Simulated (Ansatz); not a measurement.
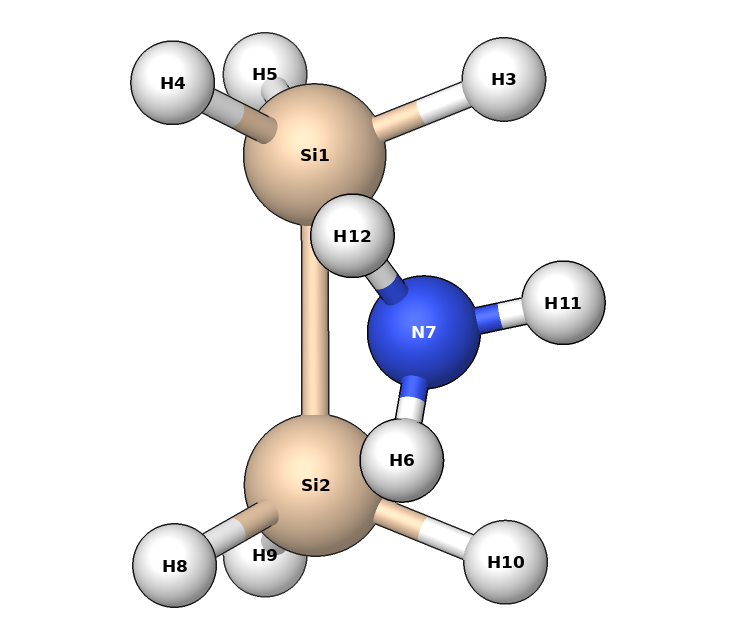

Numbered structure. The geometry was computed by an optimisation with PBE0-D4/def2-TZVP.

Describe the coordination of atom 7.

Answer. N7 has 3 neighbours (H6 at 1.01, H11 at 1.01, H12 at 1.01 Å); the arrangement is trigonal pyramidal.

How are the neighbours of atom 1 arranged?

Answer. Si1 has 4 neighbours (Si2 at 2.34, H3 at 1.49, H4 at 1.49, H5 at 1.49 Å); the arrangement is tetrahedral.

Describe the coordination of atom 2.

Answer. Si2 has 4 neighbours (Si1 at 2.34, H8 at 1.49, H9 at 1.49, H10 at 1.49 Å); the arrangement is tetrahedral.
